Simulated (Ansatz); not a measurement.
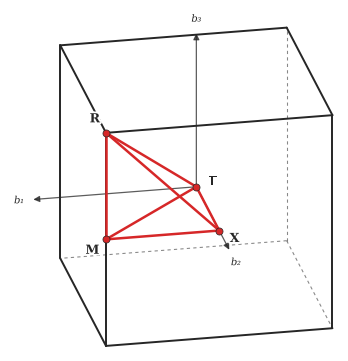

Crystal: Ta₃GaC₃, the geometry relaxed with Ansatz 0.2.0, DFT PBE, scalar-relativistic, plane waves, PAW; the starting structure was generated, so it need not be a known form of this composition. The first Brillouin zone and its special points. All values are computed from the atomic coordinates in the standard setting (tolerance 0.002 Å).

Space group Pm-3m (No. 221); a = 4.434 Å, b = 4.434 Å, c = 4.434 Å, α = 90.00°, β = 90.00°, γ = 90.00°.

Labels and path follow the convention of Hinuma et al. (2017), as computed by seekpath; the arrows show the directions of the reciprocal primitive vectors b₁, b₂, b₃, in which coordinates are given; lengths include the factor 2π.

> List the special points with their coordinates and distances from Γ.

| point | k₁ | k₂ | k₃ | length of k (1/Å) |
| --- | --- | --- | --- | --- |
| Γ | 0 | 0 | 0 | 0.000 |
| R | 1/2 | 1/2 | 1/2 | 1.227 |
| M | 1/2 | 1/2 | 0 | 1.002 |
| X | 0 | 1/2 | 0 | 0.709 |

> What is the zone's volume?

(2π)³ over the primitive cell's volume of 87.17 Å³: 2.85 Å⁻³.
